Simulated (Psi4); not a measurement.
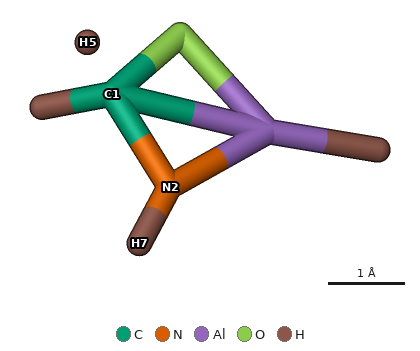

**Figure 1.** The structure (stick view, seen at a tilt; atoms are numbered from 1 in the order of the input). Sticks mark near contacts.

Run report: CH4AlNO, single-point calculation

- system: CH4AlNO
- method: wB97X-D/def2-SVP, RKS (Psi4 1.11)

### Input file (ch4alno.py)
```python
import psi4

psi4.set_memory('1600 MB')
psi4.set_num_threads(1)
psi4.set_output_file('ch4alno.out', False)

m = psi4.geometry("""
0 1
C     -0.429921     0.607529    -0.207948
N      0.400979     0.098629     0.886752
Al    -0.139821    -1.513971     0.441152
O     -0.996421    -0.583571    -0.742948
H      0.332400     1.276900    -1.213500
H     -1.228421     1.276529     0.141352
H      0.931779     0.732529     1.453552
H     -0.009921    -3.033071     0.810052
symmetry c1
""")

psi4.set_options(dict(reference='rks'))

e = psi4.energy("wb97x-d/def2-SVP")
print(f'wb97x-d/def2-SVP energy: {e:.10f} Eh')
```

Hardware: 1 thread of Intel Xeon (Sapphire Rapids), 32 GiB of memory available, shared host.

Run as:
```bash
python ch4alno.py
```

### Output
```
Psi4 1.11 release

   => Loading Basis Set <=

    Name: DEF2-SVP
    Role: ORBITAL
    Keyword: BASIS

   => WB97X-D: Empirical Dispersion <=

    Chai and Head-Gordon Dispersion Correction

        s6 =       1.000000

         ---------------------------------------------------------
                                   SCF
                              RKS Reference
                        1 Threads,   1525 MiB Core
         ---------------------------------------------------------

  ==> Geometry <==

    Molecular point group: c1
    Full point group: C1

    Geometry (in Angstrom), charge = 0, multiplicity = 1:

       Center              X                  Y                   Z               Mass
    ------------   -----------------  -----------------  -----------------  -----------------
         C           -0.166558298221     1.172611107541    -0.360558610435    12.000000000000
         N            0.664341701779     0.663711107541     0.734141389565    14.003074004430
         AL           0.123541701779    -0.948888892459     0.288541389565    26.981538530000
         O           -0.733058298221    -0.018488892459    -0.895558610435    15.994914619570
         H            0.595762701779     1.841982107541    -1.366110610435     1.007825032230
         H           -0.965058298221     1.841611107541    -0.011258610435     1.007825032230
         H            1.195141701779     1.297611107541     1.300941389565     1.007825032230
         H            0.253441701779    -2.467988892459     0.657441389565     1.007825032230

  Running in c1 symmetry.

  Rotational constants: A =      0.37910  B =      0.25596  C =      0.15903 [cm^-1]
  Rotational constants: A =  11365.26171  B =   7673.53511  C =   4767.48012 [MHz]
  Nuclear repulsion =  158.225087715882694

  Charge       = 0
  Multiplicity = 1
  Electrons    = 38
  Nalpha       = 19
  Nbeta        = 19

  ==> Algorithm <==

  SCF Algorithm Type is DF.
  DIIS enabled.
  MOM disabled.
  Fractional occupation disabled.
  Guess Type is SAD.
  Energy threshold   = 1.00e-06
  Density threshold  = 1.00e-06
  Integral threshold = 1.00e-12

  ==> Primary Basis <==

  Basis Set: DEF2-SVP
    Blend: DEF2-SVP
    Number of shells: 38
    Number of basis functions: 80
    Number of Cartesian functions: 84
    Spherical Harmonics?: true
    Max angular momentum: 2

  ==> DFT Potential <==

   => LibXC <=

    Version 7.1.2

   => Composite Functional: WB97X-D <=

    wB97X-D Hyb-GGA Exchange-Correlation Functional

    Deriv               =              1
    GGA                 =           TRUE
    Meta                =          FALSE

    Exchange Hybrid     =           TRUE
    MP2 Hybrid          =          FALSE

   => Exchange-Correlation Functionals <=

    1.0000   wB97X-D range-separated functional

   => Exact (HF) Exchange <=

    0.7780            HF,LR [omega = 0.2000]
    0.2220               HF

   => LibXC Density Thresholds  <==

    XC_HYB_GGA_XC_WB97X_D:  1.00E-14

   => Molecular Quadrature <=

    Radial Scheme          =       TREUTLER
    Pruning Scheme         =           NONE
    Nuclear Scheme         =       TREUTLER

    Blocking Scheme        =         OCTREE
    BS radius alpha        =              1
    Pruning alpha          =              1
    Radial Points          =             75
    Spherical Points       =            302
    Total Points           =         173254
    Total Blocks           =           1358
    Max Points             =            256
    Max Functions          =             80
    Weights Tolerance      =       1.00E-15

   => Loading Basis Set <=

    Name: (DEF2-SVP AUX)
    Role: JKFIT
    Keyword: DF_BASIS_SCF

  ==> Integral Setup <==

  DFHelper Memory: AOs need 0.064 GiB; user supplied 0.784 GiB.
  SCF_SUBTYPE=INCORE selected. In-core MEM_DF algorithm will be used.
  Using in-core AOs.

  ==> MemDFJK: Density-Fitted J/K Matrices <==

    J tasked:                   Yes
    K tasked:                   Yes
    wK tasked:                  Yes
    Omega:                2.000E-01
    Memory [MiB]:               803
    Algorithm:                 Core
    Schwarz Cutoff:           1E-12
    Mask sparsity (%):       0.5625
    Fitting Condition:        1E-10

   => Auxiliary Basis Set <=

  Basis Set: (DEF2-SVP AUX)
    Blend: DEF2-UNIVERSAL-JKFIT
    Number of shells: 137
    Number of basis functions: 429
    Number of Cartesian functions: 510
    Spherical Harmonics?: true
    Max angular momentum: 4

  Cached 100.0% of DFT collocation blocks in 0.333 [GiB].

  Minimum eigenvalue in the overlap matrix is 4.8938071316E-03.
  Reciprocal condition number of the overlap matrix is 8.8534750378E-04.
    Using symmetric orthogonalization.

  ==> Pre-Iterations <==

  SCF Guess: Superposition of Atomic Densities via on-the-fly atomic UHF (no occupation information).

   -------------------------
    Irrep   Nso     Nmo
   -------------------------
     A         80      80
   -------------------------
    Total      80      80
   -------------------------

  ==> Iterations <==

                           Total Energy        Delta E     RMS |[F,P]|

   @DF-RKS iter SAD:  -411.89180756589855   -4.11892e+02   0.00000e+00
   @DF-RKS iter   1:  -412.36155021504050   -4.69743e-01   9.95663e-03 ADIIS/DIIS
   @DF-RKS iter   2:  -412.30025360029845    6.12966e-02   1.13414e-02 ADIIS/DIIS
   @DF-RKS iter   3:  -412.64497613325096   -3.44723e-01   5.48070e-04 ADIIS/DIIS
   @DF-RKS iter   4:  -412.64544968687585   -4.73554e-04   4.51046e-04 ADIIS/DIIS
   @DF-RKS iter   5:  -412.64596432303637   -5.14636e-04   8.83924e-05 DIIS
   @DF-RKS iter   6:  -412.64599082953754   -2.65065e-05   1.98311e-05 DIIS
   @DF-RKS iter   7:  -412.64599245651880   -1.62698e-06   8.09668e-06 DIIS
   @DF-RKS iter   8:  -412.64599274679284   -2.90274e-07   1.53358e-06 DIIS
   @DF-RKS iter   9:  -412.64599276710356   -2.03107e-08   3.52543e-07 DIIS
  Energy and wave function converged.

  ==> Post-Iterations <==

   Electrons on quadrature grid:
      Ntotal   =   37.9999789218 ; deviation = -2.108e-05

    Orbital Energies [Eh]
    ---------------------

    Doubly Occupied:

       1A    -56.179942     2A    -19.225696     3A    -14.415169
       4A    -10.389440     5A     -4.254826     6A     -2.799714
       7A     -2.795576     8A     -2.794069     9A     -1.088004
      10A     -0.919435    11A     -0.689373    12A     -0.602863
      13A     -0.526317    14A     -0.500717    15A     -0.474610
      16A     -0.417456    17A     -0.387183    18A     -0.351452
      19A     -0.313328

    Virtual:

      20A      0.051301    21A      0.080366    22A      0.090881
      23A      0.131383    24A      0.190125    25A      0.200945
      26A      0.212007    27A      0.262825    28A      0.281775
      29A      0.347203    30A      0.398736    31A      0.427170
      32A      0.446756    33A      0.528263    34A      0.544832
      35A      0.557136    36A      0.572200    37A      0.597875
      38A      0.633427    39A      0.693650    40A      0.731311
      41A      0.756012    42A      0.787661    43A      0.837509
      44A      0.891641    45A      0.916181    46A      0.956603
      47A      1.012830    48A      1.114217    49A      1.163449
      50A      1.167027    51A      1.290317    52A      1.396102
      53A      1.397776    54A      1.570420    55A      1.596756
      56A      1.639958    57A      1.662715    58A      1.688538
      59A      1.720500    60A      1.793216    61A      1.842838
      62A      1.909020    63A      1.957697    64A      1.981873
      65A      2.153496    66A      2.178996    67A      2.266103
      68A      2.332886    69A      2.495811    70A      2.564557
      71A      2.677963    72A      2.693493    73A      2.795592
      74A      2.961696    75A      3.017231    76A      3.034078
      77A      3.100679    78A      3.124520    79A      3.462010
      80A      3.498630

    Final Occupation by Irrep:
              A
    DOCC [    19 ]
    NA   [    19 ]
    NB   [    19 ]

  @DF-RKS Final Energy:  -412.64599276710356

   => Energetics <=

    Nuclear Repulsion Energy =            158.2250877158826938
    One-Electron Energy =                -883.6805089599534995
    Two-Electron Energy =                 341.8187516909316628
    DFT Exchange-Correlation Energy =     -29.0072236515230557
    Empirical Dispersion Energy =          -0.0020995624413960
    VV10 Nonlocal Energy =                  0.0000000000000000
    Total Energy =                       -412.6459927671035643

Computation Completed

Properties will be evaluated at   0.000000,   0.000000,   0.000000 [a0]

Properties computed using the SCF density matrix

 Multipole Moments:

 ------------------------------------------------------------------------------------
     Multipole            Electronic (a.u.)      Nuclear  (a.u.)        Total (a.u.)
 ------------------------------------------------------------------------------------

 L = 1.  Multiply by 2.5417464519 to convert [e a0] to [Debye]
 Dipole X            :         -0.4675141            0.8917725            0.4242584
 Dipole Y            :         -3.3561940            3.2340642           -0.1221298
 Dipole Z            :          0.5151115            0.2706481            0.7857596
 Magnitude           :                                                    0.9012929

 ------------------------------------------------------------------------------------

	total time  =          5 seconds =       0.08 minutes
```

### Standard output
```
wb97x-d/def2-SVP energy: -412.6459927671 Eh
```

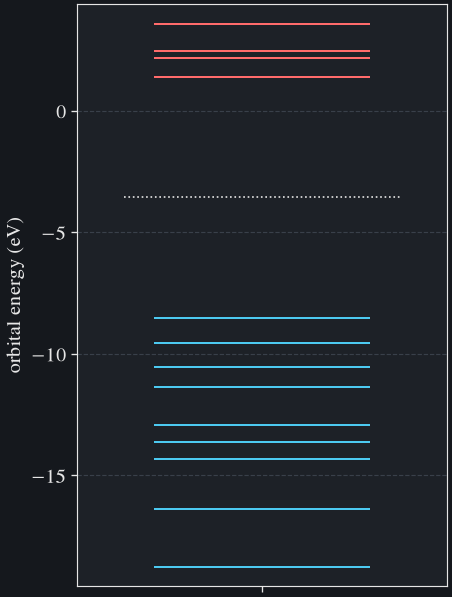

**Figure 2.** Orbital energies near the frontier; the dotted line parts filled from empty levels, and levels within 0.02 eV of each other stand side by side. Highest filled −8.53 eV, lowest empty 1.40 eV, 9.93 eV apart.

### Key numbers

| quantity | value |
| --- | --- |
| outcome | converged |
| total energy | −412.645993 hartree |
| dispersion energy | −0.002100 hartree |
| basis functions | 80 |
| HOMO | −8.53 eV |
| LUMO | 1.40 eV |
| dipole moment | 2.29 D |
| wall time | 6.3 s |
| peak memory | 0.61 GiB |
